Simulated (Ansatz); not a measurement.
# NaP3 (built on the sites of a database entry of NaN3): following an unstable mode, part 2 of 3

Wanted: the energy along a soft mode of NaP3 (built on the sites of a database entry of NaN3) and the structure at the end.

Ansatz 0.2.0; DFT PBEsol, scalar-relativistic, plane waves, PAW.

So far, highest frequency on the path or at a solved wavevector (cm⁻¹): step 2 (response at finite wavevector) 302. Also lowest frequency on the path (cm⁻¹): step 2 -224.

The structure was built from a prototype and need not be the compound's stable phase.

## (4) The mode frozen in, largest atomic shift 0.32 Å

The atoms are moved along the unstable eigenvector, the largest shift by 0.32 Å, with the cell fixed.

Input file input.yaml:

```yaml
crystal:
  lattice:
    - [3.9575023488, 3.9575023488, 0.0]
    - [3.9575023488, 0.0, 3.9575023488]
    - [3.9575023488, 0.0, -3.9575023488]
  atoms:
    - { symbol: Na, position: [-0.0594079043, 0.0297039522, 0.0297039522] }
    - { symbol: Na, position: [0.0594079043, 0.4702960478, 0.4702960478] }
    - { symbol: P, position: [0.5, 0.5404295401, -0.0404295401] }
    - { symbol: P, position: [0.5, -0.0404295401, 0.5404295401] }
    - { symbol: P, position: [0.5, 0.5404295401, 0.5404295401] }
    - { symbol: P, position: [0.5, -0.0404295401, -0.0404295401] }
    - { symbol: P, position: [0.0, 1.0, 0.5] }
    - { symbol: P, position: [0.0, 0.5, 0.0] }
kpoints:
  mp_grid: { grid: [10, 10, 10] }
hamiltonian:
  xc: pbesol
scf:
  occupations: { method: methfessel_paxton, width: 0.2 }
output:
  forces: true
  stress: true
  eigenvalues: true
```

On the command line:

```sh
> ansatz run input.yaml --threads 8 --pin off --max-ram 14336MiB --backend cpu --events-out ev --progress --plain --runs-dir out
```

Numbers of over 12 decimals in the logs are rounded to 6 here.

The log of the run:

```text
[...]
Crystal: 8 atoms, lattice volume = 123.963 Å³
Basis set: ecut = 420 eV, 2421 PW (Γ), exchange–correlation on 80×80×80 points (8 copies of the dense FFT grid, shifted against one another)
Bands: 32, of which v1, the nominal top of the filled ones, is band 24 counted from 1 (23 counted from 0)
Symmetry: 16 space group operations
[...]
k-points: 102 of 1000
[...]
k-point 0: bands = [... 20 lower, 4.5351, 9.5530, 9.7401, 9.7401, 10.3565, 10.3986, 11.6908, 13.0519, ... 4 higher]
  k-point 1: bands = [... 20 lower, 4.8157, 9.3985, 9.5836, 9.6647, 10.2330, 10.5608, 11.4577, 12.6685, ... 4 higher]
  k-point 2: bands = [... 20 lower, 5.4612, 8.6315, 8.8939, 9.8568, 10.1911, 10.8783, 11.1261, 12.0606, ... 4 higher]
  k-point 101: bands = [... 20 lower, 7.2572, 7.3928, 7.8565, 8.3281, 8.3281, 8.6334, 8.6334, 8.8078, ... 4 higher]
[key lines of the parts left out:]
SCF converged after 7 iterations
Free energy (F): -7390.032932 eV
Fermi energy:    9.075208 eV
P = ⅓ Tr σ = 3.6926 GPa (36.926 kbar)
```

It took 2.6 s on 8 threads of Arm Neoverse V2, shared host; peak memory 0.7 GiB.

This step gave:

```yaml
pressure: 3.693 GPa
energy_from_the_undistorted_cell: -83.83 meV/atom
```

The energy, extrapolated to zero smearing, is -83.83 meV/atom against the undistorted cell.

The run ends at a pressure of 3.69 GPa, with forces up to 0.86 eV/Å.

## (5) Energy along the mode, all amplitudes (two of the runs are shown above)

An imaginary frequency means negative curvature, so the energy should fall and then rise again as anharmonic terms take over.

This step gave:

| Quantity | Value |
| --- | --- |
| depth at the lowest point sampled | 83.83 meV/atom |
| largest atomic shift at that point | 0.32 Å |

The energy from the parent by largest atomic shift:

```
largest atomic shift (Å)  energy from the parent (meV/atom)
                   0.000                                  0
                   0.040                              -1.80
                   0.080                              -7.73
                   0.140                              -24.6
                   0.220                              -54.0
                   0.320                              -83.8
                   0.450                              -57.9
                   0.600                                231
```

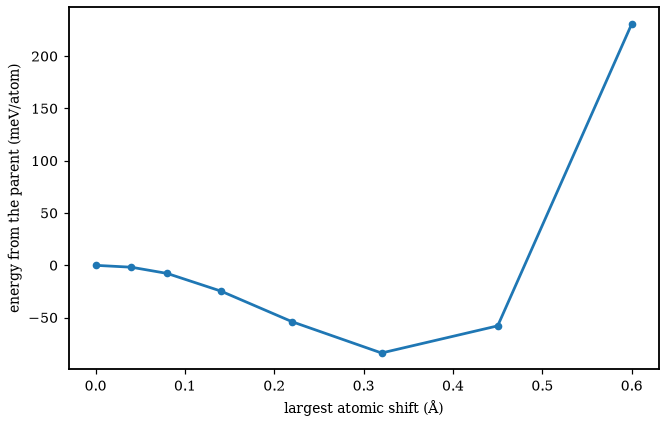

Energy from the parent, plotted against largest atomic shift.

Displacement at unit largest shift by atom:

```
atom  x (Å)  y (Å)  z (Å)  size
 Na1   0.00  -0.73   0.00  0.73
 Na2   0.00   0.73   0.00  0.73
  P3   0.00   0.00   1.00  1.00
  P4   0.00   0.00  -1.00  1.00
  P5   1.00   0.00   0.00  1.00
  P6  -1.00   0.00   0.00  1.00
  P7   0.00   0.00   0.00  0.00
  P8   0.00   0.00   0.00  0.00
```

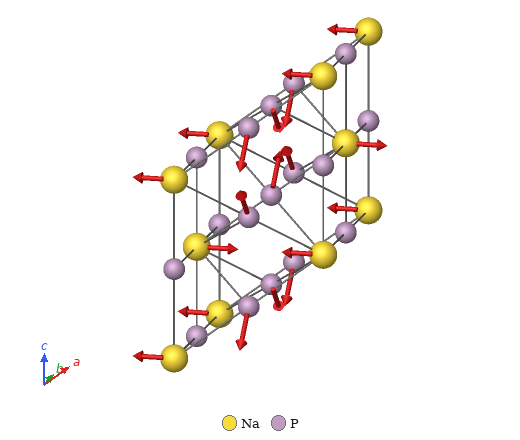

Displacement at unit largest shift as arrows, the longest 1 Å. Some periodic images of atoms are drawn too.

The lowest of the steps tried is at 0.32 Å, 83.8 meV/atom below the parent; the bottom of the well need not coincide with a step.

## (6) Relaxation from the frozen mode

Starting from the lowest point found, all atoms and the cell are let go, so that strain and other modes of the same symmetry can join in.

input.yaml: that of step 4 with these lines changed.

```diff
@@ -24 +24,10 @@
   eigenvalues: true
+  write_density: true
+  write_potential: true
+  elf: true
+  volumetric_format: npy
+relax:
+  adjacent_minimum: "off"
+  f_tol: 0.002
+  max_steps: 120
+  cell: { stress_tol: 0.03 }
```

The log of the run:

```text
[...]
Crystal: 8 atoms, lattice volume = 123.963 Å³
Basis set: ecut = 420 eV, 2421 PW (Γ), exchange–correlation on 80×80×80 points (8 copies of the dense FFT grid, shifted against one another)
Bands: 32, of which v1, the nominal top of the filled ones, is band 24 counted from 1 (23 counted from 0)
Symmetry: 16 space group operations
[...]
k-points: 102 of 1000
[...]
SCF iter   1: F=—  HF=-7390.039192 eV  |F-HF|=—  |Δ(HF+E_count)|=         —  Δρ=3.47e-3  dr2=1.26e-2  ethr=1.77e-3  ⟨swp⟩=8.7  Hψ=17205  notcnv=0
[...]
SCF iter   7: F=-7390.032932 eV  HF=-7390.032932 eV  |F-HF|=2.83e-9  |Δ(HF+E_count)|=   1.77e-8  S|Δr|=    0.00e0  Δρ=2.78e-6  dr2=1.13e-8  ethr=2.08e-10  ⟨swp⟩=14.5  Hψ=25239  notcnv=0
SCF 1 converged in 7 iterations: F = -7390.032932 eV  dr2 = 1.13e-8
[...]
relax step   1: F+E_penalty+E_count = -7390.03293244 eV  Δ(F+E_penalty+E_count) = +0.000e0 eV  max|allowed force component| = 8.646e-1 eV/Å  Δτ_max = 0.0000 Å  P = +3.693 GPa  Ω = 123.963 Å³  (7 SCF iters, dr2 threshold 1.00e-7 eV, accepted)
Crystal: 8 atoms, lattice volume = 130.164 Å³
Basis set: ecut = 420 eV, 2589 PW (Γ), exchange–correlation on 80×80×80 points (8 copies of the dense FFT grid, shifted against one another)
[...]
SCF iter   7: F=-7390.307878 eV  HF=-7390.307878 eV  |F-HF|=2.42e-8  |Δ(HF+E_count)|=   2.47e-7  S|Δr|=    0.00e0  Δρ=7.89e-6  dr2=1.42e-7  ethr=1.67e-9  ⟨swp⟩=14.0  Hψ=26533  notcnv=0
SCF 2 converged in 7 iterations: F = -7390.307878 eV  dr2 = 1.42e-7
  Residual-converged pass: ⟨swp⟩=1.0  Hψ=3674  notcnv=0  max |occ|·‖R‖ = 7.0e-9 eV (tolerance 1.0e-8 eV)  dr2=1.42e-7  dr2_onsite=1.38e-9  max |Δocc| = 1.3e-10
relax step   2: F+E_penalty+E_count = -7390.30787778 eV  Δ(F+E_penalty+E_count) = -2.749e-1 eV  max|allowed force component| = 2.727e-1 eV/Å  Δτ_max = 0.1749 Å  P = +0.264 GPa  Ω = 130.164 Å³  energy of the carried Pulay correction = -1.126e-3 eV  (7 SCF iters, dr2 threshold 8.00e-7 eV, accepted)
Crystal: 8 atoms, lattice volume = 132.502 Å³
Basis set: ecut = 420 eV, 2613 PW (Γ), exchange–correlation on 80×80×80 points (8 copies of the dense FFT grid, shifted against one another)
[...]
SCF iter   6: F=-7390.354603 eV  HF=-7390.354603 eV  |F-HF|=1.15e-7  |Δ(HF+E_count)|=   4.33e-7  S|Δr|=    0.00e0  Δρ=1.36e-5  dr2=1.86e-7  ethr=1.67e-9  ⟨swp⟩=14.8  Hψ=28814  notcnv=0
SCF 3 converged in 6 iterations: F = -7390.354603 eV  dr2 = 1.86e-7
[...]
relax step   3: F+E_penalty+E_count = -7390.35460325 eV  Δ(F+E_penalty+E_count) = -4.673e-2 eV  max|allowed force component| = 2.513e-2 eV/Å  Δτ_max = 0.0919 Å  P = +0.198 GPa  Ω = 132.502 Å³  energy of the carried Pulay correction = -1.537e-3 eV  (6 SCF iters, dr2 threshold 8.00e-7 eV, accepted)
[...]
relax step   4: F+E_penalty+E_count = -7390.35837734 eV  Δ(F+E_penalty+E_count) = -3.774e-3 eV  max|allowed force component| = 1.099e-2 eV/Å  Δτ_max = 0.0132 Å  P = -0.070 GPa  Ω = 133.090 Å³  energy of the carried Pulay correction = -1.639e-3 eV  (5 SCF iters, dr2 threshold 8.00e-7 eV, accepted)
[...]
relax step   5: F+E_penalty+E_count = -7390.35873982 eV  Δ(F+E_penalty+E_count) = -3.625e-4 eV  max|allowed force component| = 1.434e-3 eV/Å  Δτ_max = 0.0010 Å  P = +0.008 GPa  Ω = 133.031 Å³  energy of the carried Pulay correction = -1.629e-3 eV  (5 SCF iters, dr2 threshold 6.11e-8 eV, accepted)
[...]
relax step   6: F+E_penalty+E_count = -7390.36152854 eV  Δ(F+E_penalty+E_count) = -2.789e-3 eV  max|allowed force component| = 1.017e-3 eV/Å  Δτ_max = 0.0000 Å  P = +0.049 GPa  Ω = 133.031 Å³  stress off target by 5.77e-2 GPa  SCF on the basis re-selected at this cell (its energy is not comparable with the rows above)  (6 SCF iters)
[...]
relax step   7: F+E_penalty+E_count = -7390.36152774 eV  Δ(F+E_penalty+E_count) = +7.972e-7 eV  max|allowed force component| = 1.041e-3 eV/Å  Δτ_max = 0.0006 Å  P = +0.000 GPa  Ω = 133.148 Å³  energy of the carried Pulay correction = -1.972e-5 eV  (5 SCF iters, dr2 threshold 8.33e-9 eV, accepted)
[...]
SCF iter   5: F=-7390.361549 eV  HF=-7390.361549 eV  |F-HF|=2.73e-12  |Δ(HF+E_count)|=  1.18e-11  S|Δr|=    0.00e0  Δρ=6.49e-8  dr2=9.56e-12  ethr=1.00e-12  ⟨swp⟩=10.1  Hψ=18183  notcnv=0
SCF 8 converged in 5 iterations: F = -7390.361549 eV  dr2 = 9.56e-12
relax step   8: F+E_penalty+E_count = -7390.36154867 eV  Δ(F+E_penalty+E_count) = -2.092e-5 eV  max|allowed force component| = 1.040e-3 eV/Å  Δτ_max = 0.0000 Å  P = +0.000 GPa  Ω = 133.148 Å³  stress off target by 1.33e-3 GPa  SCF on the basis re-selected at this cell (its energy is not comparable with the rows above)  (5 SCF iters)
[...]
SCF converged after 5 iterations
[...]
Free energy (F): -7390.361549 eV
[...]
Internal energy: -7390.357209 eV  (E = F + TS)
E sigma→0 (E₀):  -7390.360464 eV
Entropy (-TS):   -0.004340 eV (-0.543 meV/atom)
Fermi energy:    8.143414 eV
[...]
--- Forces (eV/Å), atoms counted from 1 ---
  atom   1  Na     0.00000000    -0.00047729     0.00000000
  atom   2  Na    -0.00000000     0.00047729    -0.00000000
  atom   3  P     -0.00000000     0.00000000    -0.00104034
  atom   4  P      0.00000000    -0.00000000     0.00104034
  atom   5  P     -0.00104034    -0.00000000     0.00000000
  atom   6  P      0.00104034     0.00000000    -0.00000000
  atom   7  P     -0.00000000    -0.00000000     0.00000000
  atom   8  P      0.00000000     0.00000000    -0.00000000
  max |Σ_I F_I| component: 5.58e-18 eV/Å
--- Stress (GPa, compression-positive) ---
        0.000969      -0.000000      -0.000000
       -0.000000      -0.001331      -0.000000
       -0.000000       0.000000       0.000969
  P = ⅓ Tr σ = 0.0002 GPa (0.002 kbar)
--- Band table (eV; the first three rows and the last of 102) ---
  k-point 0: bands = [... 20 lower, 4.0183, 8.3485, 8.5802, 8.5802, 9.6245, 9.6559, 9.9820, 11.7506, ... 4 higher]
  k-point 1: bands = [... 20 lower, 4.2355, 8.2719, 8.4474, 8.4674, 9.4744, 9.8122, 9.8811, 11.4899, ... 4 higher]
  k-point 2: bands = [... 20 lower, 4.7785, 7.6105, 7.9708, 8.6282, 9.2865, 9.5213, 10.3516, 10.9542, ... 4 higher]
  k-point 101: bands = [... 20 lower, 5.8671, 6.6943, 7.3092, 7.7968, 7.7968, 7.8481, 7.8481, 8.1877, ... 4 higher]
--- Relaxed structure (6 steps of the walk, 6 accepted, 2 SCFs on fresh bases) ---
  F+E_penalty+E_count = -7390.36154867 eV   max|allowed force component| = 1.040e-3 eV/Å   (the final SCF, on the basis selected at the relaxed cell)
  cell:  # Å, volume = 133.1480 Å³
    - [4.082118, 3.995155, 0]
    - [4.082118, 0.0, 4.082118]
    - [4.082118, 0.0, -4.082118]
  atoms:
    - { symbol: Na, position: [-0.123779, 0.061890, 0.061890] }
    - { symbol: Na, position: [0.123779, 0.438110, 0.438110] }
    - { symbol: P, position: [0.500000, 0.552539, -0.052539] }
    - { symbol: P, position: [0.500000, -0.052539, 0.552539] }
    - { symbol: P, position: [0.500000, 0.552539, 0.552539] }
    - { symbol: P, position: [0.500000, -0.052539, -0.052539] }
    - { symbol: P, position: [2.362915524364243e-18, 1.0, 0.5] }
    - { symbol: P, position: [2.362915524364243e-18, 0.5, 0.0] }
```

Elapsed: 24 s, on 8 threads; peak memory 0.77 GiB; 3.1 min of CPU time.

Step by step:

```
step  energy less that of the first step (eV)  largest force component (eV/Å)  pressure (GPa)  volume (Å³)
   1                                   0.0000                          0.8646            3.69       123.96
   2                                  -0.2749                          0.2727            0.26       130.16
   3                                  -0.3217                          0.0251            0.20       132.50
   4                                  -0.3254                          0.0110           -0.07       133.09
   5                                  -0.3258                          0.0014            0.01       133.03
  6*                                  -0.3286                          0.0010            0.05       133.03
   7                                  -0.3286                          0.0010            0.00       133.15
  8*                                  -0.3286                          0.0010            0.00       133.15
```

Relaxation steps marked * repeat the geometry before them on a plane-wave basis chosen anew for their cell, so energy and pressure can jump there.

The run keeps the 16 symmetry operations that it works with, so distortions that break them were not tested.

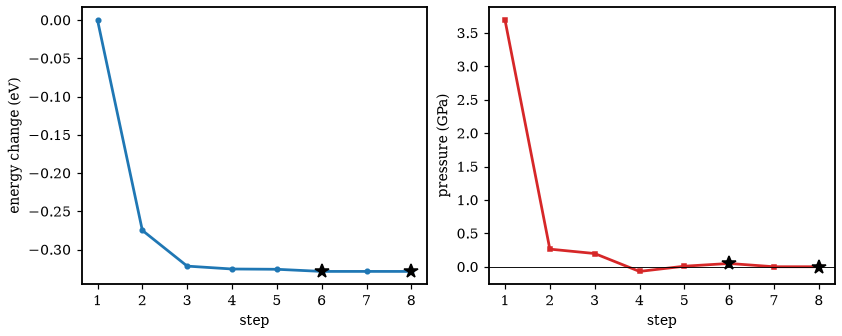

Energy and pressure along the relaxation. Stars mark steps on a basis chosen anew.

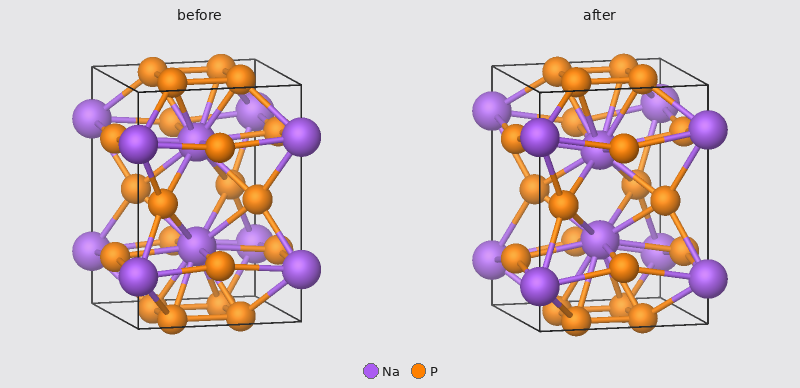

The structure before and after the relaxation, drawn at the same scale.

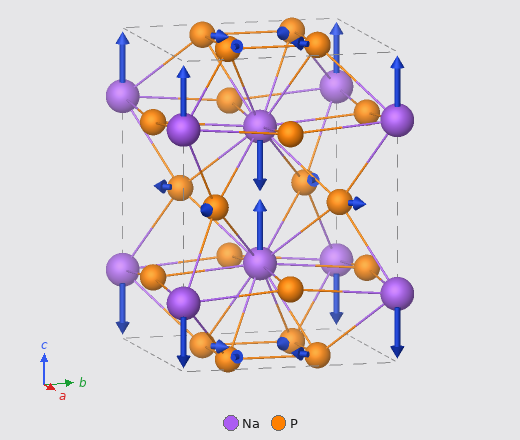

Displacements in the relaxation, exaggerated, measured against the changing cell; the longest in the cell stands for 0.26 Å. Some periodic images of atoms are drawn too.

```
conventional cell, symmetrised  before  after  change
                         a (Å)   5.597  5.773  +3.1 %
                         b (Å)   5.597  5.773  +3.1 %
                         c (Å)   7.915  7.990  +1.0 %
              volume (Å³/atom)   15.50  16.64  +7.4 %
```

The atoms that moved most (Å, as changes of fractional coordinates times the final cell):

```
atom      dx      dy      dz  length
 Na1   0.000  -0.257   0.000   0.257
 Na2   0.000   0.257   0.000   0.257
  P5   0.099   0.000   0.000   0.099
  P4   0.000   0.000  -0.099   0.099
  P3   0.000   0.000   0.099   0.099
  P6  -0.099   0.000   0.000   0.099
```

The relaxed structure:

```cif
data_structure
_symmetry_space_group_name_H-M 'P 1'
_symmetry_Int_Tables_number 1
_cell_length_a 5.7118
_cell_length_b 5.7730
_cell_length_c 5.7730
_cell_angle_alpha 90.000
_cell_angle_beta 59.645
_cell_angle_gamma 59.645
_cell_volume 133.15
loop_
_atom_site_label
_atom_site_type_symbol
_atom_site_fract_x
_atom_site_fract_y
_atom_site_fract_z
_atom_site_occupancy
Na1 Na 0.87622 0.06189 0.06189 1
Na2 Na 0.12378 0.43811 0.43811 1
P3 P 0.50000 0.55254 0.94746 1
P4 P 0.50000 0.94746 0.55254 1
P5 P 0.50000 0.55254 0.55254 1
P6 P 0.50000 0.94746 0.94746 1
P7 P 0.00000 0.00000 0.50000 1
P8 P 0.00000 0.50000 0.00000 1
```

This step gave:

```yaml
pressure: 2.03e-4 GPa
volume_per_atom: 16.64 Å³
```

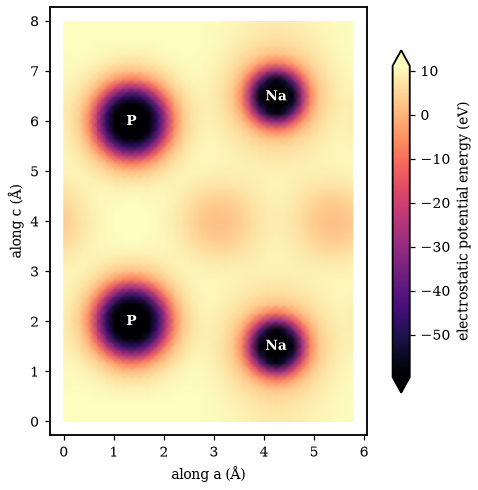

Electrostatic potential energy in the ac plane of the conventional cell at fractional y = 0.000, with atoms of Na and P within 0.2 Å of it. With pseudopotentials it is smooth inside the atoms' cores, unlike the true potential. The map starts off the cell's origin, so that atoms lie inside it.

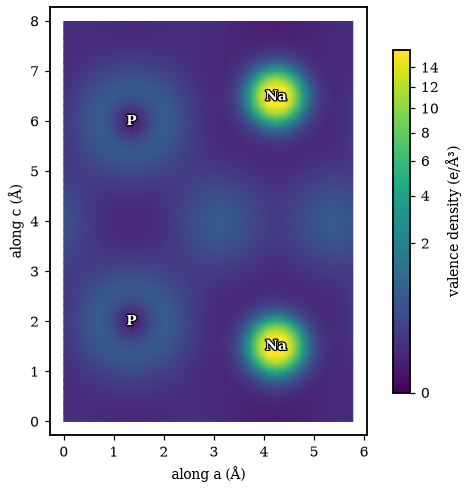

Valence density in the ac plane of the conventional cell at fractional y = 0.000, with atoms of Na and P within 0.2 Å of it. It is the smooth field of the valence electrons, not physical close to the nuclei. The map starts off the cell's origin, so that atoms lie inside it. The colour scale is stretched toward low values.

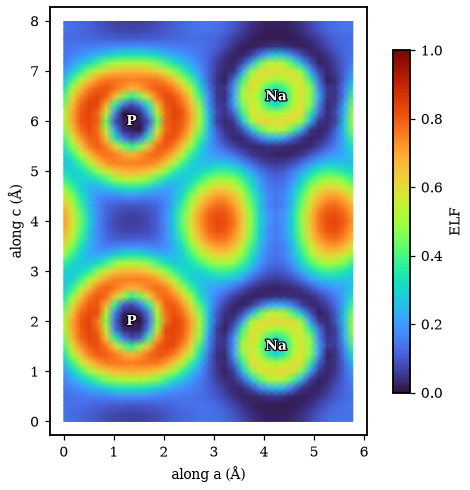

ELF in the ac plane of the conventional cell at fractional y = 0.000, with atoms of Na and P within 0.2 Å of it. It is the smooth field of the valence electrons, not physical close to the nuclei. The map starts off the cell's origin, so that atoms lie inside it.

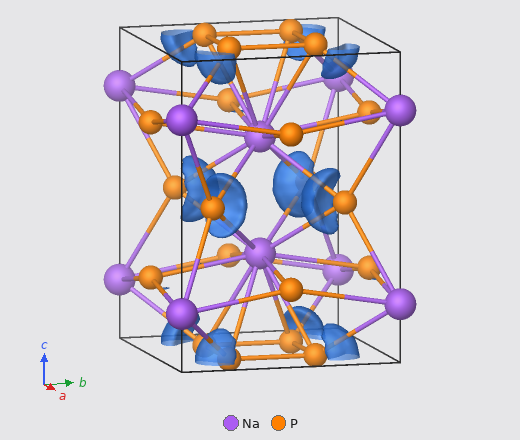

Surface of ELF = 0.85.

The distorted start has space group I4/mmm; the relaxation ends in I4/mmm.

## (7) The new phase in its own primitive cell

The relaxed structure is symmetrised, reduced to its primitive cell and relaxed tightly, as its phonons need.

Input file input.yaml:

```yaml
crystal:
  lattice:
    - [-2.8864930391, 2.8864930391, 3.99515498]
    - [2.8864930391, -2.8864930391, 3.99515498]
    - [2.8864930391, 2.8864930391, -3.99515498]
  atoms:
    - { symbol: Na, position: [0.8118895193, 0.8118895193, 0.0] }
    - { symbol: Na, position: [0.1881104807, 0.1881104807, 0.0] }
    - { symbol: P, position: [0.6974614273, 0.6974614273, 0.3949228545] }
    - { symbol: P, position: [0.3025385727, 0.3025385727, 0.6050771455] }
    - { symbol: P, position: [0.3025385727, 0.6974614273, 0.0] }
    - { symbol: P, position: [0.6974614273, 0.3025385727, 0.0] }
    - { symbol: P, position: [0.25, 0.75, 0.5] }
    - { symbol: P, position: [0.75, 0.25, 0.5] }
kpoints:
  mp_grid: { grid: [10, 10, 10] }
hamiltonian:
  xc: pbesol
scf:
  occupations: { method: methfessel_paxton, width: 0.2 }
output:
  forces: true
  stress: true
  eigenvalues: true
relax:
  adjacent_minimum: "off"
  f_tol: 0.001
  max_steps: 60
  cell: { stress_tol: 0.01 }
```

The log of the run:

```text
[...]
Crystal: 8 atoms, lattice volume = 133.148 Å³
Basis set: ecut = 420 eV, 2645 PW (Γ), exchange–correlation on 80×80×80 points (8 copies of the dense FFT grid, shifted against one another)
Bands: 32, of which v1, the nominal top of the filled ones, is band 24 counted from 1 (23 counted from 0)
Symmetry: 16 space group operations
[...]
k-points: 102 of 1000
[...]
atoms:
    - { symbol: Na, position: [0.811890, 0.811890, 0.0] }
    - { symbol: Na, position: [0.1881104807, 0.1881104807, 0.0] }
    - { symbol: P, position: [0.697461, 0.697461, 0.394923] }
    - { symbol: P, position: [0.302538572725, 0.302538572725, 0.60507714545] }
    - { symbol: P, position: [0.302539, 0.697461, 0.0] }
    - { symbol: P, position: [0.697461, 0.302539, 0.0] }
    - { symbol: P, position: [0.250000, 0.750000, 0.500000] }
    - { symbol: P, position: [0.750000, 0.250000, 0.500000] }
[key lines of the parts left out:]
SCF converged after 6 iterations
Free energy (F): -7390.361549 eV
Fermi energy:    8.143413 eV
P = ⅓ Tr σ = 0.0002 GPa (0.002 kbar)
```

It took 6.5 s on 8 threads; peak memory 0.76 GiB; 49 s of CPU time.

Little changed from the start: no atom moved by 0.005 Å and no cell edge by 0.1 %.

Numbers from this step:

* pressure: 2.01e-4 GPa

The largest force component left is 0.74 meV/Å and the pressure is 0.000 GPa, within the tolerances set. The cell now holds 16.64 Å³/atom.

(Part 2 of 3 ends here.)

[Logs are printed without paths, hosts, clocks, repeated set-up lines and the standing remarks that a program may print on its own settings, such as how far it seeks lower states.]

[Hosts, paths, dates, database ids (printed as entryN), source tags and the programs' standing remarks are cut or masked in the printed files.]
